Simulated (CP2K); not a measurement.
# A workflow on CH5BN (SMILES B[N]C)

We compute a structure relaxation (doublet CH5BN, PM3), then energy and forces (quartet CH5BN, PM3), then a structure relaxation (quartet CH5BN, PM3), then energy and forces (doublet CH5BN, PM3) of CH5BN. 

The results are computed with CP2K 2026.2.

5 further runs of the same task are left out: 5 set aside as unsound or not needed.

**1. Starting point**

CH5BN: 8 atoms, total charge 0, spin state doublet. SMILES: `B[N]C`. The shape is that of a PBE0-D4/def2-TZVP optimisation. The run starts from this shape.

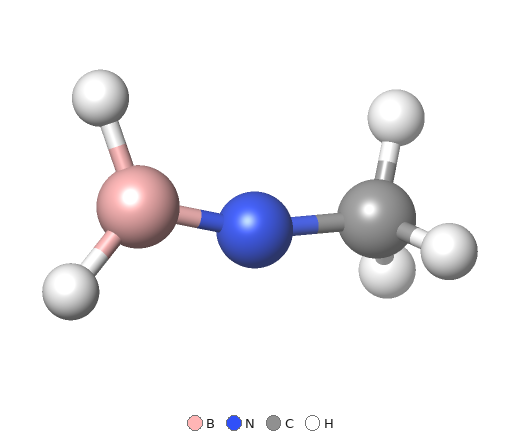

The structure, seen from a chosen angle (boron pink, nitrogen blue, carbon grey, hydrogen white).

**2. A structure relaxation at PM3 (run 1)**

calc.inp reads:

```
&GLOBAL
    PROJECT_NAME calc
    RUN_TYPE GEO_OPT
    PRINT_LEVEL LOW
&END GLOBAL

&FORCE_EVAL
    METHOD QS
    &DFT
        MULTIPLICITY 2
        UKS T
        &QS
            METHOD PM3
            EPS_DEFAULT 1.0E-10
            &SE
                &COULOMB
                    CUTOFF [angstrom] 50
                    RC_RANGE [angstrom] 0
                &END COULOMB
                &EXCHANGE
                    CUTOFF [angstrom] 50
                    RC_RANGE [angstrom] 0
                &END EXCHANGE
            &END SE
        &END QS
        &POISSON
            PERIODIC NONE
            POISSON_SOLVER ANALYTIC
        &END POISSON
        &SCF
            SCF_GUESS ATOMIC
            EPS_SCF 1.0E-06
            MAX_SCF 100
            ADDED_MOS 2
            &DIAGONALIZATION
                ALGORITHM STANDARD
            &END DIAGONALIZATION
            &MIXING
                METHOD DIRECT_P_MIXING
                ALPHA 0.4
            &END MIXING
        &END SCF
        &PRINT
            &MOMENTS
                PERIODIC F
                REFERENCE COM
                MAX_MOMENT 1
            &END MOMENTS
            &MULLIKEN OFF
            &END MULLIKEN
            &HIRSHFELD OFF
            &END HIRSHFELD
        &END PRINT
    &END DFT
    &SUBSYS
        &CELL
            ABC 12.4 14 13.7
            PERIODIC NONE
        &END CELL
        &COORD
            B      5.621900     7.822200     5.938400
            N      6.054300     7.001700     6.894700
            C      6.335400     5.890200     7.680200
            H      4.988000     7.358400     5.018000
            H      5.852800     9.002500     5.981800
            H      5.899400     5.971100     8.682000
            H      7.412000     5.707900     7.768700
            H      5.894800     4.997500     7.207800
        &END COORD
    &END SUBSYS
&END FORCE_EVAL

&MOTION
    &GEO_OPT
        OPTIMIZER BFGS
        MAX_ITER 100
        MAX_FORCE 4.5E-04
        RMS_FORCE 3.0E-04
    &END GEO_OPT
    &PRINT
        &TRAJECTORY
            &EACH
                GEO_OPT 1
            &END EACH
        &END TRAJECTORY
        &FORCES ON
            &EACH
                GEO_OPT 1
            &END EACH
        &END FORCES
        &RESTART OFF
        &END RESTART
        &RESTART_HISTORY OFF
        &END RESTART_HISTORY
    &END PRINT
&END MOTION
```

Run with:

```
$ OMP_NUM_THREADS=1 cp2k.psmp -i calc.inp > calc.out 2>&1
```

Standard output:

```text
CP2K| version string:                                       CP2K version 2026.2
[...]
 GLOBAL| Method name                                                        CP2K
[...]
 GLOBAL| Run type                                                        GEO_OPT
[...]
                             - Atoms:                                          8
[...]
                             - Spherical basis functions:                     17
[...]
 Number of electrons:                                                          9
[...]
     1 P_Mix/Diag. 0.40E+00    0.0     0.40403036       -10.6740593881 -1.07E+01
[...]
  *** SCF run converged in    19 steps ***
[...]
 ENERGY| Total FORCE_EVAL ( QS ) energy [hartree]            -15.234402940919523
[...]
 OPT| Step number                                                              0
[...]
 OPT| Total energy [hartree]                                      -15.2344029409
[...]
 OPT| Step number                                                             58
[...]
 OPT| Total energy [hartree]                                      -15.2470855980
[...]
 OPT| Step number                                                             59
[...]
 OPT| Total energy [hartree]                                      -15.2470893576
[...]
 ***                    GEOMETRY OPTIMIZATION COMPLETED                      ***
[...]
    13 DIIS/Diag.  0.24E-06    0.0     0.00000091       -15.2470893576 -6.39E-12
  *** SCF run converged in    13 steps ***
  Core-core repulsion energy [eV]:                            779.48178998022888
  Core Hamiltonian energy [eV]:                              -618.26617893772755
  Two-electron integral energy [eV]:                        -1152.22002449273668
  Electronic energy [eV]:                                   -1194.37619118409589
  Total energy [eV]:                                         -414.89440120386701
  Atomic reference energy [eV]:                               415.81205545657201
  Heat of formation [kcal/mol]:                                21.16161146427996
[...]
 SE_DIPOLE| Moment [Debye]         -1.31972338       0.61537915       0.09016373
 SE_DIPOLE| Derivative [a.u.]       0.00000000       0.00000000       0.00000000
 ENERGY| Total FORCE_EVAL ( QS ) energy [hartree]            -15.247089357563215
[...]
```

Wall time 6 s (1 thread of AMD EPYC 7R43 (Zen 3), shared host); peak memory 0.18 GiB.

The path in brief:

```tsv
step	energy from the first frame kept (eV)	largest force (eV/Å)
1	0.0000	0.2765
4	-0.0149	0.1469
7	-0.0159	0.0196
10	-0.0160	0.0253
13	-0.0177	0.2440
16	-0.1419	0.6588
19	-0.2577	0.2547
22	-0.3055	0.1905
25	-0.3101	0.1211
28	-0.3111	0.0225
31	-0.3113	0.0421
34	-0.3112	0.2652
37	-0.2149	1.3420
40	-0.3164	0.2400
43	-0.3125	0.4210
46	-0.3157	0.3565
49	-0.3184	0.2911
52	-0.3208	0.2346
55	-0.3223	0.1303
58	-0.3232	0.0528
60	-0.3233	0.0155
```

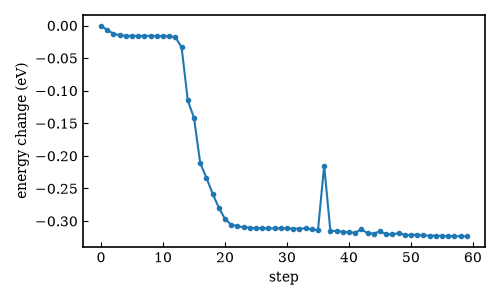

Energy along the run.

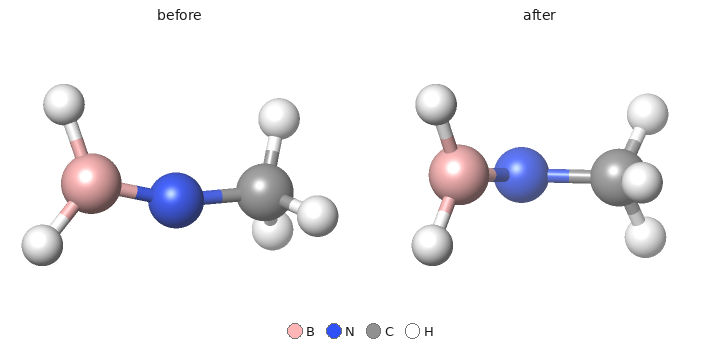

Before and after, at one scale.

After the run. Bond lengths: B1–N2 1.433 Å, N2–C3 1.421 Å, B1–H4 1.192 Å, B1–H5 1.192 Å, C3–H6 1.099 Å, C3–H7 1.099 Å, C3–H8 1.099 Å. Angles: B1–N2–C3 122.0°, N2–B1–H4 121.2°, N2–B1–H5 121.2°, N2–C3–H6 107.8°, N2–C3–H7 115.0°, N2–C3–H8 107.6°, H4–B1–H5 117.4°, H6–C3–H7 109.0°, H6–C3–H8 108.4°, H7–C3–H8 108.9°.

**3. The quartet: energy and forces at PM3 (run 2)**

calc.inp reads:

```
&GLOBAL
    PROJECT_NAME calc
    RUN_TYPE ENERGY_FORCE
    PRINT_LEVEL MEDIUM
&END GLOBAL

&FORCE_EVAL
    METHOD QS
    &DFT
        MULTIPLICITY 4
        LSD T
        &QS
            METHOD PM3
            EPS_DEFAULT 1.0E-10
            &SE
                &COULOMB
                    CUTOFF [angstrom] 50
                    RC_RANGE [angstrom] 0
                &END COULOMB
                &EXCHANGE
                    CUTOFF [angstrom] 50
                    RC_RANGE [angstrom] 0
                &END EXCHANGE
            &END SE
        &END QS
        &POISSON
            PERIODIC NONE
            POISSON_SOLVER ANALYTIC
        &END POISSON
        &SCF
            SCF_GUESS ATOMIC
            EPS_SCF 1.0E-06
            MAX_SCF 150
            ADDED_MOS 4
            &DIAGONALIZATION
                ALGORITHM STANDARD
            &END DIAGONALIZATION
            &MIXING
                METHOD DIRECT_P_MIXING
                ALPHA 0.4
            &END MIXING
        &END SCF
        &PRINT
            &MOMENTS
                PERIODIC F
                REFERENCE COM
                MAX_MOMENT 1
            &END MOMENTS
            &MO ON
                ENERGIES T
                OCCUPATION_NUMBERS T
                NDIGITS 6
                &EACH
                    QS_SCF 0
                &END EACH
                ADD_LAST NUMERIC
            &END MO
            &HIRSHFELD OFF
            &END HIRSHFELD
        &END PRINT
    &END DFT
    &SUBSYS
        &CELL
            ABC 11.9 13.9 13.8
            PERIODIC NONE
        &END CELL
        &COORD
            B      5.314838     7.842412     6.140351
            N      4.992936     6.961488     7.223328
            C      5.919331     6.003019     7.716096
            H      5.137627     7.518070     5.006597
            H      5.845778     8.892120     6.334172
            H      6.043145     6.179826     8.793403
            H      6.907064     6.022574     7.234577
            H      5.474065     5.007880     7.576697
        &END COORD
    &END SUBSYS
    &PRINT
        &FORCES ON
        &END FORCES
    &END PRINT
&END FORCE_EVAL
```

Run with:

```
$ OMP_NUM_THREADS=1 cp2k.psmp -i calc.inp -o calc.out
```

Standard output:

```text
CP2K| version string:                                       CP2K version 2026.2
[...]
 GLOBAL| Method name                                                        CP2K
[...]
 GLOBAL| Run type                                                   ENERGY_FORCE
[...]
                             - Atoms:                                          8
[...]
                             - Spherical basis functions:                     17
[...]
 Number of electrons:                                                         10
[...]
     1 P_Mix/Diag. 0.40E+00    0.0     0.42204238       -10.7580929172 -1.08E+01
[...]
    26 DIIS/Diag.  0.12E-06    0.0     0.00000035       -15.1141616269 -2.92E-12
  *** SCF run converged in    26 steps ***
  Core-core repulsion energy [eV]:                            779.48177438596576
  Core Hamiltonian energy [eV]:                              -607.93986117933366
  Two-electron integral energy [eV]:                        -1165.63833381245490
  Electronic energy [eV]:                                   -1190.75902808556134
  Total energy [eV]:                                         -411.27725369959535
  Atomic reference energy [eV]:                               415.81205545657201
  Heat of formation [kcal/mol]:                               104.57502111039848
[...]
 SE_DIPOLE| Moment [Debye]         -0.39999420       3.27006417      -3.17187568
 SE_DIPOLE| Derivative [a.u.]       0.00000000       0.00000000       0.00000000
 ENERGY| Total FORCE_EVAL ( QS ) energy [hartree]            -15.114161626900369
 FORCES| Atomic forces [hartree/bohr]
 FORCES|   Atom     x               y               z               |f|
 FORCES|      1 -1.24121583E-02  9.39539496E-03 -3.11970585E-03   1.58766396E-02
 FORCES|      2  3.63331438E-02 -1.63198653E-02 -2.00959738E-03   3.98807450E-02
 FORCES|      3 -3.13281354E-02  8.68664916E-04  1.42019723E-02   3.44078866E-02
 FORCES|      4  1.53484485E-03  3.28826767E-03 -1.39637837E-03   3.88822910E-03
 FORCES|      5  2.84431680E-04  9.20868848E-04 -3.78754556E-03   3.90824797E-03
 FORCES|      6  3.45449103E-03 -9.91661184E-04  1.24768823E-03   3.80442191E-03
 FORCES|      7 -5.44561038E-04  5.34630241E-03 -4.77727882E-03   7.19040257E-03
 FORCES|      8  2.67794341E-03 -2.50797233E-03 -3.59154502E-04   3.68650215E-03
 FORCES| Sum     4.44089210E-16  1.31838984E-16  3.46944695E-17
 FORCES| Total atomic force                                       4.64543271E-16
[...]
```

It took 1.3 s on 1 thread of AMD EPYC 7R43 (Zen 3), shared host; peak memory 0.18 GiB.

**4. The quartet: a geometry optimisation at PM3 (run 3)**

gas.inp reads:

```
&GLOBAL
  PROJECT gas
  RUN_TYPE GEO_OPT
  PRINT_LEVEL LOW
&END

&FORCE_EVAL
  METHOD QS
  &DFT
    CHARGE 0
    MULTIPLICITY 4
    UNRESTRICTED_KOHN_SHAM T
    &QS
      METHOD PM3
      EPS_DEFAULT 1.0E-10
      &SE
        &COULOMB
          CUTOFF [angstrom] 50
          RC_RANGE [angstrom] 0
        &END
        &EXCHANGE
          CUTOFF [angstrom] 50
          RC_RANGE [angstrom] 0
        &END
      &END
    &END
    &POISSON
      PERIODIC NONE
      POISSON_SOLVER ANALYTIC
    &END
    # SCF settings
    &SCF
      SCF_GUESS ATOMIC
      EPS_SCF 1.0E-06
      MAX_SCF 150
      ADDED_MOS 4
      &DIAGONALIZATION
        ALGORITHM STANDARD
      &END
      &MIXING
        METHOD DIRECT_P_MIXING
        ALPHA 0.4
      &END
    &END
    # extra output
    &PRINT
      &MOMENTS
        PERIODIC F
        REFERENCE COM
        MAX_MOMENT 1
      &END
      &MULLIKEN OFF
      &END
      &HIRSHFELD OFF
      &END
    &END
  &END
  &SUBSYS
    &CELL
      ABC [angstrom] 11.9 13.9 13.8
      PERIODIC NONE
    &END
    &COORD
      B      5.314838     7.842412     6.140351
      N      4.992936     6.961488     7.223328
      C      5.919331     6.003019     7.716096
      H      5.137627     7.518070     5.006597
      H      5.845778     8.892120     6.334172
      H      6.043145     6.179826     8.793403
      H      6.907064     6.022574     7.234577
      H      5.474065     5.007880     7.576697
    &END
  &END
&END

# ionic moves
&MOTION
  &GEO_OPT
    OPTIMIZER BFGS
    MAX_ITER 100
    MAX_FORCE 4.5E-04
    RMS_FORCE 3.0E-04
  &END
  # extra output
  &PRINT
    &TRAJECTORY
      &EACH
        GEO_OPT 1
      &END
    &END
    &FORCES ON
      &EACH
        GEO_OPT 1
      &END
    &END
    &RESTART OFF
    &END
    &RESTART_HISTORY OFF
    &END
  &END
&END
```

Run with:

```
$ OMP_NUM_THREADS=1 cp2k.psmp -i gas.inp > gas.out 2>&1
```

Standard output:

```text
CP2K| version string:                                       CP2K version 2026.2
[...]
 GLOBAL| Method name                                                        CP2K
[...]
 GLOBAL| Run type                                                        GEO_OPT
[...]
                             - Atoms:                                          8
[...]
                             - Spherical basis functions:                     17
[...]
 Number of electrons:                                                         10
[...]
     1 P_Mix/Diag. 0.40E+00    0.0     0.42204238       -10.7580929172 -1.08E+01
[...]
  *** SCF run converged in    26 steps ***
[...]
 ENERGY| Total FORCE_EVAL ( QS ) energy [hartree]            -15.114161626900369
[...]
 OPT| Step number                                                              0
[...]
 OPT| Total energy [hartree]                                      -15.1141616269
[...]
 OPT| Step number                                                             14
[...]
 OPT| Total energy [hartree]                                      -15.1274917874
[...]
 OPT| Step number                                                             15
[...]
 OPT| Total energy [hartree]                                      -15.1274931133
[...]
 ***                    GEOMETRY OPTIMIZATION COMPLETED                      ***
[...]
    19 DIIS/Diag.  0.80E-07    0.0     0.00000063       -15.1274931133 -1.12E-12
  *** SCF run converged in    19 steps ***
  Core-core repulsion energy [eV]:                            765.37934231873271
  Core Hamiltonian energy [eV]:                              -608.42881791037655
  Two-electron integral energy [eV]:                        -1137.18109260291908
  Electronic energy [eV]:                                   -1177.01936421183586
  Total energy [eV]:                                         -411.64002189310332
  Atomic reference energy [eV]:                               415.81205545657201
  Heat of formation [kcal/mol]:                                96.20938716930877
[...]
 SE_DIPOLE| Moment [Debye]         -1.24003423       3.39478882      -2.84159177
 SE_DIPOLE| Derivative [a.u.]       0.00000000       0.00000000       0.00000000
 ENERGY| Total FORCE_EVAL ( QS ) energy [hartree]            -15.127493113288430
[...]
```

Run time: 2.4 s. Hardware: 1 thread of AMD EPYC 7R43 (Zen 3), shared host; peak memory 0.18 GiB.

Step by step:

```tsv
step	energy from the first frame kept (eV)	largest force (eV/Å)
1	0.0000	0.9795
2	-0.0623	0.3648
3	-0.0863	0.3160
4	-0.1027	0.3339
5	-0.1205	0.4375
6	-0.1319	0.3755
7	-0.1422	0.2489
8	-0.1452	0.1728
9	-0.1464	0.0748
10	-0.1469	0.0503
11	-0.1475	0.0822
12	-0.1480	0.1005
13	-0.1484	0.0577
14	-0.1485	0.0292
15	-0.1485	0.0185
16	-0.1485	0.0185
```

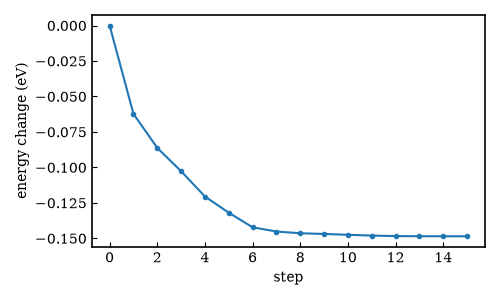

Energy along the run.

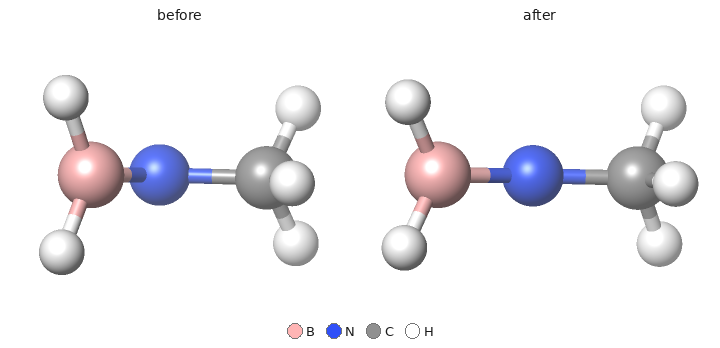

Before and after, at one scale.

After the run. Bond lengths: B1–N2 1.482 Å, N2–C3 1.392 Å, B1–H4 1.190 Å, B1–H5 1.190 Å, C3–H6 1.100 Å, C3–H7 1.101 Å, C3–H8 1.100 Å. Angles: B1–N2–C3 154.6°, N2–B1–H4 123.4°, N2–B1–H5 123.4°, N2–C3–H6 110.0°, N2–C3–H7 110.1°, N2–C3–H8 110.2°, H4–B1–H5 107.6°, H6–C3–H7 108.7°, H6–C3–H8 109.1°, H7–C3–H8 108.8°.

**5. Energy and forces at PM3 (run 4)**

job.inp reads:

```
&FORCE_EVAL
  METHOD Quickstep
  &DFT
    MULTIPLICITY 2
    UNRESTRICTED_KOHN_SHAM T
    &QS
      METHOD PM3
      EPS_DEFAULT 1.0E-10
      &SE
        &COULOMB
          CUTOFF [angstrom] 50
          RC_RANGE [angstrom] 0
        &END
        &EXCHANGE
          CUTOFF [angstrom] 50
          RC_RANGE [angstrom] 0
        &END
      &END
    &END
    &POISSON
      PERIODIC NONE
      POISSON_SOLVER ANALYTIC
    &END
    ! self-consistent field
    &SCF
      SCF_GUESS ATOMIC
      EPS_SCF 1.0E-06
      MAX_SCF 100
      ADDED_MOS 2
      &DIAGONALIZATION
        ALGORITHM STANDARD
      &END
      &MIXING
        METHOD DIRECT_P_MIXING
        ALPHA 0.4
      &END
    &END
    ! extra output
    &PRINT
      &MOMENTS
        PERIODIC F
        REFERENCE COM
        MAX_MOMENT 1
      &END
      &MO ON
        ENERGIES T
        OCCUPATION_NUMBERS T
        NDIGITS 6
        &EACH
          QS_SCF 0
        &END
        ADD_LAST NUMERIC
      &END
      &HIRSHFELD OFF
      &END
    &END
  &END
  &SUBSYS
    &CELL
      ABC 11.9 14.1 14
      PERIODIC NONE
    &END
    &COORD
      B      5.125046     8.031060     6.180025
      N      5.236336     6.972378     7.210690
      C      5.888582     5.958951     7.906541
      H      4.979836     7.803965     5.020464
      H      5.648188     9.096142     6.275312
      H      5.922266     6.199736     8.979536
      H      6.920164     5.849451     7.536292
      H      5.360142     5.003858     7.769234
    &END
  &END
  &PRINT
    &FORCES ON
    &END
  &END
&END

&GLOBAL
  PROJECT_NAME job
  RUN_TYPE ENERGY_FORCE
  PRINT_LEVEL MEDIUM
&END
```

Run with:

```
$ OMP_NUM_THREADS=1 cp2k.psmp -i job.inp -o job.out
```

Standard output:

```text
CP2K| version string:                                       CP2K version 2026.2
[...]
 GLOBAL| Method name                                                        CP2K
[...]
 GLOBAL| Run type                                                   ENERGY_FORCE
[...]
                             - Atoms:                                          8
[...]
                             - Spherical basis functions:                     17
[...]
 Number of electrons:                                                          9
[...]
     1 P_Mix/Diag. 0.40E+00    0.0     0.39058484       -10.7700546550 -1.08E+01
[...]
    18 DIIS/Diag.  0.30E-06    0.0     0.00000084       -15.2289036325 -2.35E-11
  *** SCF run converged in    18 steps ***
  Core-core repulsion energy [eV]:                            765.37936550328379
  Core Hamiltonian energy [eV]:                              -618.41862980216922
  Two-electron integral energy [eV]:                        -1122.72055632048819
  Electronic energy [eV]:                                   -1179.77890796241331
  Total energy [eV]:                                         -414.39954245912958
  Atomic reference energy [eV]:                               415.81205545657201
  Heat of formation [kcal/mol]:                                32.57332612147876
[...]
 SE_DIPOLE| Moment [Debye]         -0.39798304       0.63496545      -0.42024816
 SE_DIPOLE| Derivative [a.u.]       0.00000000       0.00000000       0.00000000
 ENERGY| Total FORCE_EVAL ( QS ) energy [hartree]            -15.228903632527526
 FORCES| Atomic forces [hartree/bohr]
 FORCES|   Atom     x               y               z               |f|
 FORCES|      1  3.19941843E-02 -4.29887355E-02  2.72075030E-02   6.00991467E-02
 FORCES|      2 -3.90466373E-02  4.69667209E-02 -2.82341420E-02   6.72880341E-02
 FORCES|      3  2.26867856E-02 -4.43483853E-03 -6.29254464E-03   2.39573403E-02
 FORCES|      4 -6.93348542E-03 -7.74710316E-04  1.61527445E-03   7.16118061E-03
 FORCES|      5 -5.62778222E-03  1.76646560E-03  4.07200298E-03   7.16753386E-03
 FORCES|      6 -2.10543693E-03  1.09714320E-03 -1.34276048E-03   2.72756184E-03
 FORCES|      7  7.16737605E-04 -3.88995983E-03  3.36635155E-03   5.19401801E-03
 FORCES|      8 -1.68436561E-03  2.25791451E-03 -3.91684839E-04   2.84406091E-03
 FORCES| Sum    -4.02455846E-16 -9.02056208E-17 -2.77555756E-16
 FORCES| Total atomic force                                       4.97136762E-16
[...]
```

Wall time 1.2 s (1 thread of AMD EPYC 7R43 (Zen 3), shared host); peak memory 0.18 GiB.

**6. Summary of results**

| quantity | value |
| --- | --- |
| run 1, PM3: total energy at the end | -15.24709 Eh |
| run 1, PM3: dipole moment | 1.46 D |
| run 1, PM3: heat of formation | 21.2 kcal/mol |
| quartet, run 2: total energy | -15.11416 Eh |
| quartet, run 2: dipole moment | 4.57 D |
| quartet, run 2: HOMO energy (highest over α and β) | -6.31 eV |
| quartet, run 2: LUMO energy (lowest over α and β) | -2.87 eV |
| quartet, run 2: heat of formation at this unrelaxed shape | 104.6 kcal/mol |
| quartet, run 2: largest force on an atom | 2.051 eV/Å |
| quartet, run 3: total energy at the end | -15.12749 Eh |
| quartet, run 3: dipole moment | 4.60 D |
| quartet, run 3: heat of formation | 96.2 kcal/mol |
| run 4, PM3: total energy | -15.22890 Eh |
| run 4, PM3: dipole moment | 0.86 D |
| run 4, PM3: HOMO energy (highest over α and β) | -9.14 eV |
| run 4, PM3: LUMO energy (lowest over α and β) | 0.60 eV |
| run 4, PM3: heat of formation at this unrelaxed shape | 32.6 kcal/mol |
| run 4, PM3: largest force on an atom | 3.460 eV/Å |
| adiabatic energy of the quartet above the doublet (no zero-point term) | 3.254 eV |

**Reading.** The adiabatic energy of the quartet above the doublet (no zero-point term) is 3.25 eV (75 kcal/mol). The largest force (run 4, PM3) is 3.46 eV/Å: the shape isn't a stationary point for this species at this level. The optimisation (run 1, PM3) took 59 steps. The optimisation (quartet, run 3) took 15 steps.
